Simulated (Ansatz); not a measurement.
# ZrB2 (P6/mmm): equation of state with a fit in Python

Aim: an equation of state with a fit, for ZrB2 (P6/mmm), run from a script.

All numbers are computed with Ansatz 0.2.0 through its Python package. Level of theory: DFT PBE, plane waves, PAW.

### Step 1. Starting point

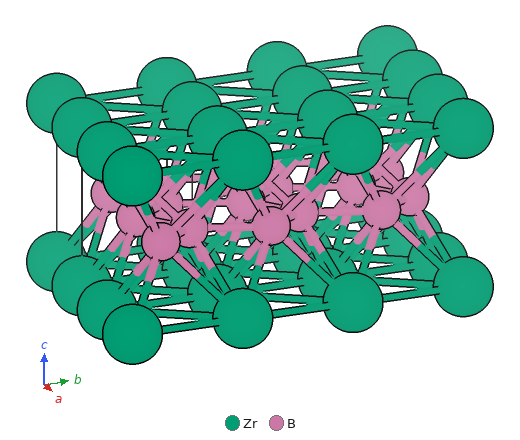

The structure that the script starts from, seen slightly off an axis (zirconium teal, boron pink). 3×3×1 cells are drawn. Atoms on cell faces are repeated.

No structure file is read: the coordinates are typed or built in the script.

### Step 2. Script

File zrb2.py:

```python
# -*- coding: utf-8 -*-
"""Equation of state of ZrB2."""

import ansatz as az
import numpy as np
from scipy.optimize import curve_fit

VECTORS = np.array([
    [3.17, 0.0, 0.0],
    [-1.585, 2.745301, 0.0],
    [0.0, 0.0, 3.533],
])
SITES = [
    ("Zr", [0.0, 0.0, 0.0]),
    ("B", [1 / 3, 2 / 3, 0.5]),
    ("B", [2 / 3, 1 / 3, 0.5]),
]


def build(cell):
    crystal = az.Crystal(lattice=az.Lattice.of(cell))
    for symbol, position in SITES:
        crystal = crystal.atom(symbol, position)
    return crystal

def vinet(v, e0, v0, b0, b1):
    eta = (v / v0) ** (1 / 3)
    return e0 + 2 * b0 * v0 / (b1 - 1) ** 2 * (2 - (5 + 3 * b1 * (eta - 1) - 3 * eta) * np.exp(-1.5 * (b1 - 1) * (eta - 1)))

# uniform scaling of the cell
volumes, energies = [], []
for scale in np.linspace(0.88, 1.12, 7):
    cell = VECTORS * scale ** (1 / 3)
    calculation = (
        build(cell).calculation()
        .occupations(az.OccupationsMethod.FERMI_DIRAC, width=100 * az.meV)
        .functional(az.Functional.PBE)
        .basis(500)
        .kpoints(12, 12, 10)
    )
    report = calculation.run(threads=1).report
    volumes.append(abs(np.linalg.det(cell)) / len(SITES))
    energies.append(report["free_energy_ev"] / len(SITES))
    print(f"V = {volumes[-1]:8.4f} A^3/atom  F = {energies[-1]:.5f} eV/atom")

guess = (min(energies), volumes[int(np.argmin(energies))], 0.5, 4.5)
(e0, v0, b0, b1), _ = curve_fit(vinet, np.array(volumes), np.array(energies), p0=guess, maxfev=20000)
print(f"Vinet fit: V0 = {v0:.4f} A^3/atom, B0 = {160.21766 * b0:.1f} GPa, B1 = {b1:.2f}")
print("largest residual", round(1000 * float(np.abs(vinet(np.array(volumes), e0, v0, b0, b1) - energies).max()), 3), "meV/atom")
```

### Step 3. Launch

Started as:

```
$ python zrb2.py
```

What it wrote:

```text
V =   9.0189 A^3/atom  F = -1499.43396 eV/atom
V =   9.4289 A^3/atom  F = -1499.51626 eV/atom
V =   9.8388 A^3/atom  F = -1499.56167 eV/atom
V =  10.2488 A^3/atom  F = -1499.57684 eV/atom
V =  10.6587 A^3/atom  F = -1499.56716 eV/atom
V =  11.0687 A^3/atom  F = -1499.53704 eV/atom
V =  11.4786 A^3/atom  F = -1499.49012 eV/atom
Vinet fit: V0 = 10.2809 A^3/atom, B0 = 239.3 GPa, B1 = 3.92
largest residual 0.018 meV/atom
```

Run time: 12 s. Hardware: 1 thread of Intel Xeon 6975P-C (Granite Rapids), shared host; peak memory 0.47 GiB.

### Step 4. The runs side by side

One row for each of the 7 runs:

| run | volume (Å³/atom) | energy from run 4 (meV/atom) | SCF cycles | CPU time (s) |
| --- | --- | --- | --- | --- |
| 1 | 9.019 | 142.89 | 6 | 1.3 |
| 2 | 9.429 | 60.59 | 6 | 1.4 |
| 3 | 9.839 | 15.17 | 6 | 1.2 |
| 4 | 10.249 | 0.00 | 6 | 1.5 |
| 5 | 10.659 | 9.68 | 7 | 2.1 |
| 6 | 11.069 | 39.80 | 7 | 1.7 |
| 7 | 11.479 | 86.72 | 7 | 2 |

Energies are free energies F = E - TS of the smeared occupations. 

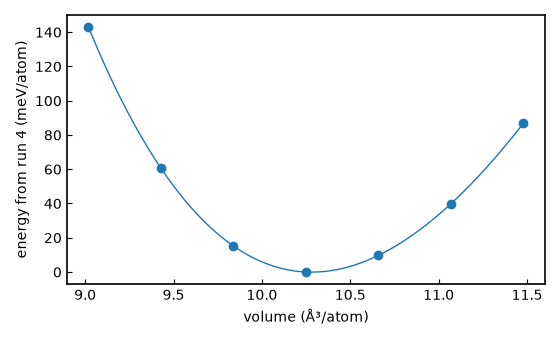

Energy against volume; the line is a third-order Birch-Murnaghan fit.

### Step 5. Outcome

```
                      quantity            value
                 runs compared                7
               range of energy  142.89 meV/atom
lowest point, volume (Å³/atom)           10.249
      equilibrium volume (fit)    10.28 Å³/atom
            bulk modulus (fit)          239 GPa
```

What this shows: A third-order Birch-Murnaghan fit through the 7 points has its minimum at 10.28 Å³ an atom, 0.3 % above the typed cell, with a bulk modulus of 239 GPa and dB/dP = 3.9. From that minimum the energy rises by 143.0 meV an atom on the compressed side and 86.8 meV on the expanded side. What to keep in mind:
- Spin is left out of this run.
- Shape and fractional positions are held along the curve, so the bulk modulus is an upper value where they are free to relax.
